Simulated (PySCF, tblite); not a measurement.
**C2HBF2: geometry, infrared bands, NMR shifts and spin-spin couplings**

What infrared bands, NMR shifts and spin-spin couplings should C2HBF2 (`C#CB(F)F`) show?

Computed with tblite 0.8.0 and PySCF 2.14.0, with density-fitted response routines of our own, on a single molecule in the gas phase. Atoms are numbered from 0 throughout.

### Step 1. Starting geometry

6 atoms, charge 0, multiplicity 1; geometry from: force field or distance geometry start.

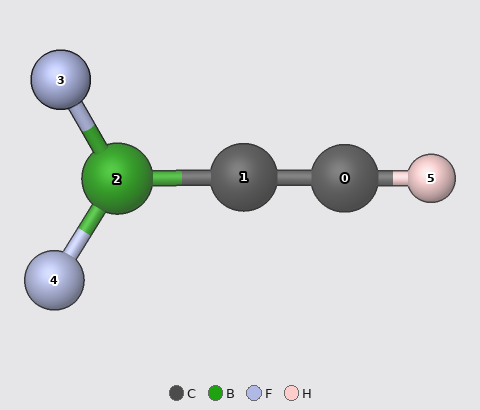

The starting geometry (carbon dark grey, boron green, fluorine light blue, hydrogen pink), atoms numbered.

### Step 2. Relaxing the molecule with GFN2-xTB

Job settings and geometry (Å):

```
{"job": {"kind": "relax", "xc": "GFN2-xTB", "basis": "xTB"}, "charge": 0, "multiplicity": 1}
C      1.654400    -0.097500     0.010900
C      0.433300    -0.054300    -0.068300
B     -1.099600    -0.004700    -0.121100
F     -1.753500     1.267800    -0.467600
F     -1.931500    -0.989300     0.541700
H      2.700100    -0.120100     0.082900
```

On the command line:

```
> OMP_NUM_THREADS=1 python probes_run.py task.json out
```

This one command runs all jobs of the session in turn.

Output:

```text
step      E/eV     max force
  0    -421.23981    3.827
  1    -421.62698    4.537
  2    -421.12602    8.703
  3    -421.91212    1.325
  4    -421.96524    0.616
  5    -421.99030    0.366
  6    -421.99242    0.155
  7    -421.99353    0.108
  8    -421.99415    0.138
  9    -421.99559    0.159
 10    -421.99652    0.130
 11    -421.99757    0.130
 12    -421.99863    0.166
 13    -421.99994    0.194
 14    -422.00092    0.130
 15    -422.00132    0.042
 16    -422.00141    0.031
 17    -422.00149    0.043
 18    -422.00156    0.037
 19    -422.00158    0.014
 20    -422.00158    0.004
```

It took 0.03 s on 1 thread of Intel Xeon 6975P-C, shared host.

Relaxation path: (the energy doesn't fall at every step)

```csv
step,energy from step 0 (eV),largest force (eV/Å)
0,0.0000,3.8273
1,-0.3872,4.5375
2,0.1138,8.7034
3,-0.6723,1.3249
4,-0.7254,0.6162
5,-0.7505,0.3659
6,-0.7526,0.1547
7,-0.7537,0.1080
8,-0.7543,0.1382
9,-0.7558,0.1593
10,-0.7567,0.1295
11,-0.7578,0.1301
12,-0.7588,0.1658
13,-0.7601,0.1936
14,-0.7611,0.1301
15,-0.7615,0.0420
16,-0.7616,0.0312
17,-0.7617,0.0435
18,-0.7618,0.0370
19,-0.7618,0.0145
20,-0.7618,0.0041
```

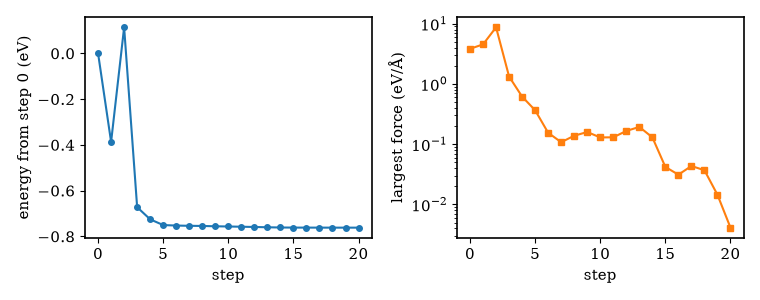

Energy and largest force along the relaxation.

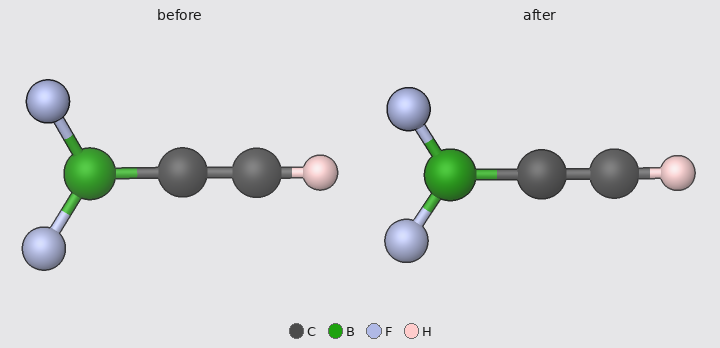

The geometry before (left) and after (right).

Close pairs (by a distance rule), those that changed most:

| bond | before (Å) | after (Å) | change (Å) |
| --- | --- | --- | --- |
| B2–F3 | 1.472 | 1.316 | -0.156 |
| B2–F4 | 1.449 | 1.316 | -0.133 |
| C0–C1 | 1.224 | 1.203 | -0.021 |
| C1–B2 | 1.535 | 1.517 | -0.018 |
| C0–H5 | 1.048 | 1.052 | +0.004 |

The end geometry stands in the next job.

### Step 3. Infrared spectrum with GFN2-xTB

Job settings and geometry (Å):

```
{"job": {"kind": "ir", "xc": "GFN2-xTB", "basis": "xTB"}, "charge": 0, "multiplicity": 1}
C      1.618751    -0.092139     0.017252
C      0.417579    -0.026329     0.003568
B     -1.096234     0.061771    -0.017119
F     -1.735945     1.115330    -0.478833
F     -1.870075    -0.907346     0.423439
H      2.669047    -0.149298     0.030118
```

Output:

```text
mode    cm-1     km/mol
  1     141.1      0.00
  2     200.8      0.66
  3     402.1     24.68
  4     448.4      4.87
  5     531.8     86.42
  6     689.3     23.57
  7     707.1     57.84
  8     719.8      1.27
  9    1274.3    427.93
 10    1275.5    440.27
 11    2219.1     91.16
 12    3366.6      2.72
```

It took 0.05 s on 1 thread of Intel Xeon 6975P-C, shared host.

Which atoms move in the most intense modes:

| cm⁻¹ | km/mol | atoms |
| --- | --- | --- |
| 402 | 24.7 | F4 34 %, F3 34 %, C0 14 %, C1 13 % |
| 448 | 4.9 | C1 62 %, F3 14 %, F4 14 % |
| 532 | 86.4 | B2 67 %, C1 20 % |
| 689 | 23.6 | H5 83 %, C0 15 % |
| 707 | 57.8 | H5 78 %, C0 15 % |
| 1274 | 427.9 | B2 74 %, F3 22 % |
| 1276 | 440.3 | B2 73 %, F4 23 % |
| 2219 | 91.2 | C1 57 %, C0 33 % |

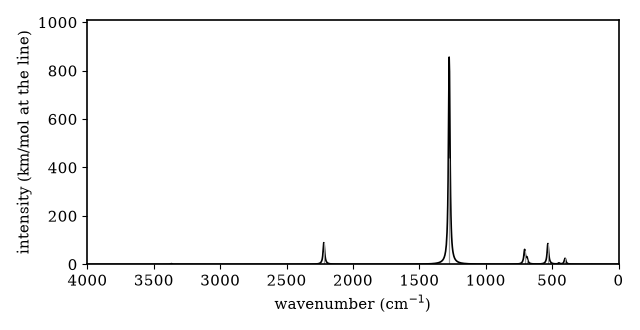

The infrared spectrum from these modes, unscaled. Lines are broadened to a width of 14 cm⁻¹ (Lorentzian).

### Step 4. Nuclear shieldings: PBE0/pcSseg-1

Same as in step 3 but for these lines:

```diff
@@ -1,2 +1,2 @@
-{"job": {"kind": "ir", "xc": "GFN2-xTB", "basis": "xTB"}, "charge": 0, "multiplicity": 1}
+{"job": {"kind": "nmr", "xc": "PBE0", "basis": "pcSseg-1"}, "charge": 0, "multiplicity": 1}
 C      1.618751    -0.092139     0.017252
```

Level: GIAO PBE0/pcSseg-1 NMR shielding, non-relativistic, gas phase.

Output:

```text
coarse grid: 6056 points
cycle   1  E = -300.9555723692  dE =  6.170e-01  |g| = 6.382e-01  |ddm| = 2.299e+00
cycle   2  E = -300.9150208667  dE =  4.055e-02  |g| = 8.585e-01  |ddm| = 7.828e-01
cycle   3  E = -301.0250861416  dE = -1.101e-01  |g| = 6.575e-02  |ddm| = 3.939e-01
cycle   4  E = -301.0259252781  dE = -8.391e-04  |g| = 2.535e-02  |ddm| = 6.132e-02
cycle   5  E = -301.0260030463  dE = -7.777e-05  |g| = 1.944e-02  |ddm| = 2.832e-02
cycle   6  E = -301.0260974884  dE = -9.444e-05  |g| = 9.392e-04  |ddm| = 1.159e-02
cycle   7  E = -301.0260977121  dE = -2.237e-07  |g| = 1.118e-04  |ddm| = 8.620e-04
final grid: 62208 points
cycle   8  E = -301.0650136474  dE = -4.442e-05  |g| = 3.447e-03  |ddm| = 1.765e-02
cycle   9  E = -301.0650139014  dE = -2.540e-07  |g| = 3.268e-03  |ddm| = 4.777e-03
cycle  10  E = -301.0650158584  dE = -1.957e-06  |g| = 8.691e-04  |ddm| = 2.252e-03
cycle  11  E = -301.0650160075  dE = -1.491e-07  |g| = 3.584e-04  |ddm| = 7.004e-04
cycle  12  E = -301.0650160375  dE = -3.003e-08  |g| = 9.413e-05  |ddm| = 2.407e-04
cycle  13  E = -301.0650160392  dE = -1.668e-09  |g| = 2.104e-05  |ddm| = 6.853e-05
cycle  14  E = -301.0650160393  dE = -9.425e-11  |g| = 3.325e-06  |ddm| = 1.552e-05
converged SCF energy = -301.0650160393

GIAO shielding tensors (ppm)
atom      isotropic    diamagn.    paramagn.     s11        s22        s33       span
  0 C       85.099     259.946    -174.847     -3.827     13.654    245.470    249.296
  1 C      105.015     257.316    -152.301      8.252     17.495    289.297    281.045
  2 B       84.872     194.221    -109.349     77.280     87.477     89.858     12.578
  3 F      239.962     466.829    -226.867     53.884    298.348    367.655    313.771
  4 F      240.473     466.812    -226.339     54.780    298.683    367.957    313.177
  5 H       29.598      32.427      -2.830     24.906     25.053     38.834     13.929
```

It took 5.7 s on 1 thread of Intel Xeon 6975P-C, shared host; peak memory 0.39 GiB.

Shifts follow as δ = σ(reference) − σ, with reference shieldings (ppm) from runs at the same level and on the same kind of geometry: 1H TMS 31.72, 13C TMS 186.9, 19F CFCl3 170.9, 11B BF3·OEt2 100.1. The references are single molecules in the gas phase, so shifts against H2O, NH3, PH3, H3PO4 or CFCl3 are not on the usual liquid scales and can be off by tens of ppm. Atoms listed in one row are averaged.

```csv
atoms,environment,σ (ppm),δ (ppm),δ scaled to CDCl3
C0,terminal alkyne carbon,85.1,101.8,97.5
C1,alkyne carbon,105.0,81.9,78.0
H5,hydrogen on a terminal alkyne carbon,29.60,2.12,2.10
B2,"boron bonded to C, 2 F",84.9,15.2,–
"F3, F4",fluorine bonded to B,240.2,-69.3,–
```

The scaled column applies a straight-line fit of computed shieldings to shifts measured in CDCl3, and one for carbons that bear F (root-mean-square error 0.16 ppm for H, 1.9 ppm for C).

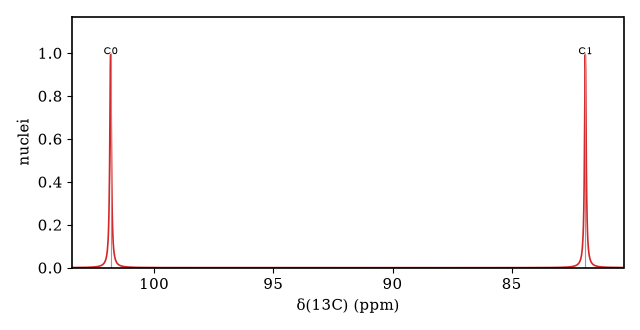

13C lines at the computed shifts, without couplings. Lines are broadened to a width of 0.08 ppm (Lorentzian).

Charges from the same density, by scheme (e):

| atoms | Mulliken | IAO | Hirshfeld | ESP fit |
| --- | --- | --- | --- | --- |
| C0 | -0.17 | -0.13 | -0.04 | -0.19 |
| C1 | -0.06 | -0.20 | -0.13 | -0.38 |
| B2 | 0.70 | 0.73 | 0.33 | 0.92 |
| F3, F4 | -0.28 | -0.30 | -0.13 | -0.32 |

IAO charges:

```
atom  value (e)
  C0      -0.13
  C1      -0.20
  B2       0.73
  F3      -0.30
  F4      -0.30
  H5       0.21
```

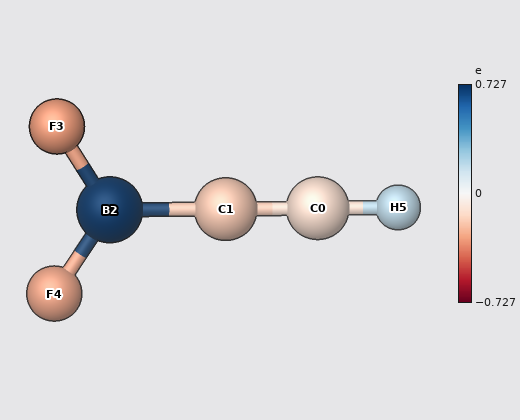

IAO charges, as colours on the atoms.

Mayer bond orders: C0–C1 2.52, C1–B2 1.00, B2–F3 1.14, B2–F4 1.14.

Orbitals, density, ELF and potential are computed afterwards from the orbital file.

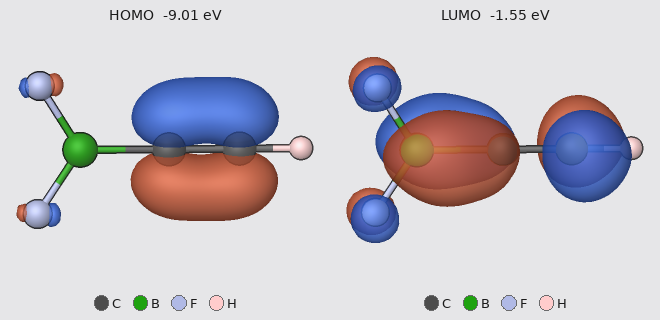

PBE0/pcSseg-1 orbitals near the gap, drawn at the value that encloses 70 % of each; the two colours are the two signs.

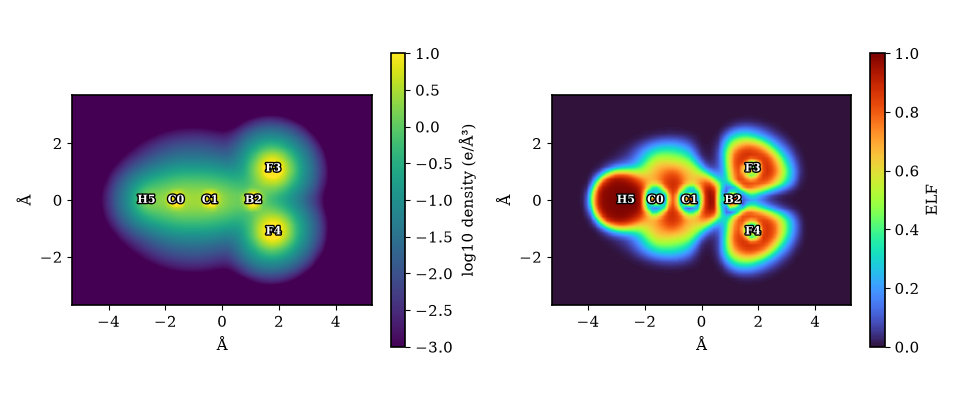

Density (left) and ELF (right) in a plane through or near 6 of the atoms.

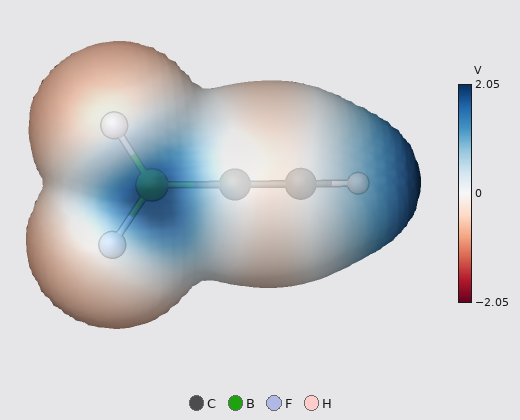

Electrostatic potential on the surface of density 0.002 e/bohr³; red is low, blue high. It runs from -0.67 V near F3 to 2.05 V near B2.

### Step 5. J couplings: B3LYP/pcJ-1

Same as in step 4 but for these lines:

```diff
@@ -1,2 +1,2 @@
-{"job": {"kind": "nmr", "xc": "PBE0", "basis": "pcSseg-1"}, "charge": 0, "multiplicity": 1}
+{"job": {"kind": "j", "xc": "B3LYP", "basis": "pcJ-1"}, "charge": 0, "multiplicity": 1}
 C      1.618751    -0.092139     0.017252
```

Level: B3LYP/pcJ-1 indirect spin-spin coupling, non-relativistic, gas phase.

Output:

```text
coarse grid: 6056 points
cycle   1  E = -301.3034521877  dE =  5.837e-01  |g| = 7.014e-01  |ddm| = 2.401e+00
cycle   2  E = -301.2311860705  dE =  7.227e-02  |g| = 1.026e+00  |ddm| = 7.975e-01
cycle   3  E = -301.3838196851  dE = -1.526e-01  |g| = 8.053e-02  |ddm| = 4.351e-01
cycle   4  E = -301.3850366421  dE = -1.217e-03  |g| = 3.393e-02  |ddm| = 7.364e-02
cycle   5  E = -301.3851778835  dE = -1.412e-04  |g| = 2.464e-02  |ddm| = 3.305e-02
cycle   6  E = -301.3853290230  dE = -1.511e-04  |g| = 1.011e-03  |ddm| = 1.411e-02
cycle   7  E = -301.3853292219  dE = -1.990e-07  |g| = 2.178e-04  |ddm| = 8.732e-04
final grid: 62208 points
cycle   8  E = -301.4246449889  dE = -1.394e-04  |g| = 3.713e-03  |ddm| = 1.379e-02
cycle   9  E = -301.4246440280  dE =  9.609e-07  |g| = 3.898e-03  |ddm| = 4.170e-03
cycle  10  E = -301.4246465995  dE = -2.572e-06  |g| = 1.479e-03  |ddm| = 2.726e-03
cycle  11  E = -301.4246469749  dE = -3.754e-07  |g| = 7.831e-04  |ddm| = 1.231e-03
cycle  12  E = -301.4246471202  dE = -1.454e-07  |g| = 1.391e-04  |ddm| = 4.604e-04
cycle  13  E = -301.4246471237  dE = -3.448e-09  |g| = 1.531e-05  |ddm| = 8.241e-05
cycle  14  E = -301.4246471237  dE = -4.138e-11  |g| = 5.925e-06  |ddm| = 9.786e-06
converged SCF energy = -301.4246471237

Indirect spin-spin couplings (Hz)
  i      j    bonds     total        FC       PSO       DSO        SD
  0 C    1 C    1    185.510   167.289     6.414     0.071    11.736
  0 C    2 B    2     29.170    26.224     2.160    -0.111     0.898
  0 C    3 F    3     14.463     8.571     3.804    -0.325     2.412
  0 C    4 F    3     14.759     8.611     3.990    -0.326     2.485
  0 C    5 H    1    261.924   262.608    -1.766     0.339     0.742
  1 C    2 B    1    154.906   156.135    -1.750     0.382     0.139
  1 C    3 F    2     56.300    58.514    -2.690    -0.065     0.541
  1 C    4 F    2     56.272    58.531    -2.737    -0.067     0.545
  1 C    5 H    2     48.587    43.057     5.853    -1.237     0.914
  2 B    3 F    1    -99.023   -48.609   -51.961     0.918     0.629
  2 B    4 F    1    -98.737   -48.360   -51.926     0.918     0.632
  2 B    5 H    3      5.317     4.937     0.746    -0.463     0.097
  3 F    4 F    2   -194.033    71.134  -271.177    -1.136     7.146
  3 F    5 H    4     -1.546    -1.877     1.166    -1.213     0.377
  4 F    5 H    4     -1.439    -1.815     1.212    -1.216     0.380
```

Run time: 8.5 s. Hardware: 1 thread of Intel Xeon 6975P-C, shared host; peak memory 0.57 GiB.

A choice of the couplings up to four bonds, sorted by the number of bonds, with means over like pairs; isotopes 11B, 13C, 19F, 1H:

```
 pair  bonds  J (Hz)  Fermi contact (Hz)
C0–H5      1   261.9               262.6
C0–C1      1   185.5               167.3
C1–B2      1   154.9               156.1
B2–F3      1   -98.9               -48.5
F3–F4      2  -194.0                71.1
C1–F3      2    56.3                58.5
C1–H5      2    48.6                43.1
C0–B2      2    29.2                26.2
C0–F3      3    14.6                 8.6
B2–H5      3     5.3                 4.9
F3–H5      4    -1.5                -1.8
```

Quadrupole couplings from the field gradients of the same density:

| atom | isotope | eQq/h (MHz) | η |
| --- | --- | --- | --- |
| B2 | 11B | 2.945 | 0.52 |

Shifts (PBE0/pcSseg-1, unscaled) and these couplings together give the proton spectrum at 300 MHz below. Couplings to quadrupolar nuclei are left out.

1H NMR δ 2.12 (t, J = 1.5 Hz, 1H).

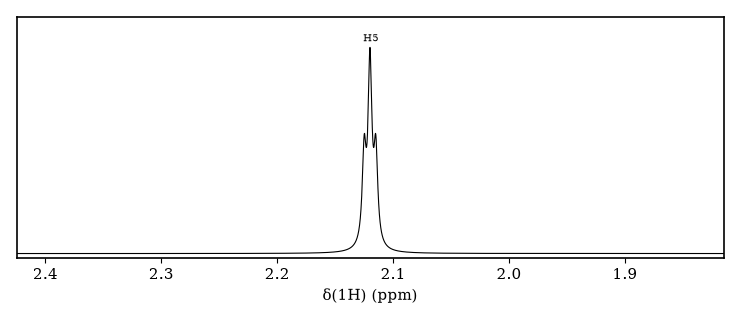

Simulated proton spectrum at 300 MHz, by exact diagonalisation of each spin system; lines 1.2 Hz wide, exchangeable protons uncoupled.

### Step 6. Summary of results

| quantity | value |
| --- | --- |
| strongest single infrared mode (GFN2-xTB) | 1276 cm⁻¹, 440 km/mol |
| zero-point energy (GFN2-xTB) | 17.1 kcal/mol |
| 13C shifts against TMS (PBE0/pcSseg-1) | 101.8, 81.9 ppm |
| 1H shifts against TMS (PBE0/pcSseg-1) | 2.12 ppm |
| 11B shifts against BF3·OEt2 (PBE0/pcSseg-1) | 15.2 ppm |
| 19F shifts against CFCl3 (PBE0/pcSseg-1, means over atoms taken as alike) | -69.3 ppm |
| surface potential, least and greatest | -0.67 V and 2.05 V |
| largest coupling of the table (B3LYP/pcJ-1) | 1J(C,H) C0–H5, 261.9 Hz |

What this shows: Relaxing lowered the energy by 0.762 eV in 20 steps; the close pair that moved most is B2–F3, from 1.472 to 1.316 Å. All 12 modes are real, so the xTB geometry is a minimum. GFN2-xTB is a fitted tight-binding method: band positions and strengths are rough. Its intensities can rank the bands wrongly. At PBE0/pcSseg-1: The widest tensor belongs to F3, F4: span 313 ppm, with a paramagnetic part of -227 ppm. At PBE0/pcSseg-1, counted by nearest atom on the grid, the HOMO lies on C0, C1 about 46 % each, the LUMO on B2 34 %; C0 27 %. In the run at B3LYP/pcJ-1, the largest coupling of the table is C0–H5, 261.9 Hz, of which the Fermi-contact term gives 262.6 Hz. Density functionals describe couplings to fluorine poorly, F–F couplings above all, so those rows are rough.
